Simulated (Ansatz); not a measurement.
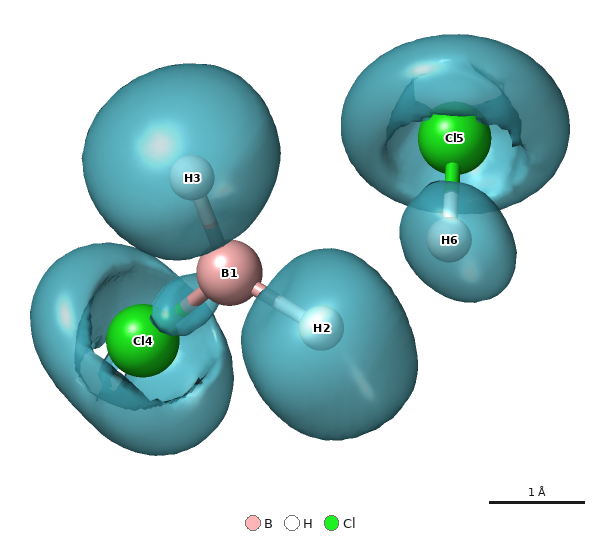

The picture shows: BClH2···HCl. Isosurface of the ELF at 0.85 (cyan), seen at an oblique angle. Core shells and regions of very low density are left out.

Not at a stationary point (largest force 1.1 eV/Å).

These are results of Ansatz 0.2.0, RKS B3LYP-D4/cc-pVDZ, not measurements.

```tsv
atom	x (Å)	y (Å)	z (Å)
B	-0.0388	0.2392	-0.0407
H	-0.1039	0.3760	1.1463
H	0.9894	0.0371	-0.6192
Cl	-1.5183	0.4399	-0.9605
Cl	-0.1219	-2.5944	1.1168
H	-0.1817	-1.3976	1.7121
```

Question: Where are the electrons localised?

Answer: At this value the surface marks out one region between bonded B–Cl atoms (shared pairs), three regions around hydrogen nuclei and two rings or bowls of non-bonding electrons around Cl.

Values along the shortest contacts:
B1···H6 (2.40 Å): the ELF dips to about 0.10 between them. B–Cl (1.75 Å): the ELF peaks at about 0.90 between the atoms: a polar covalent bond.
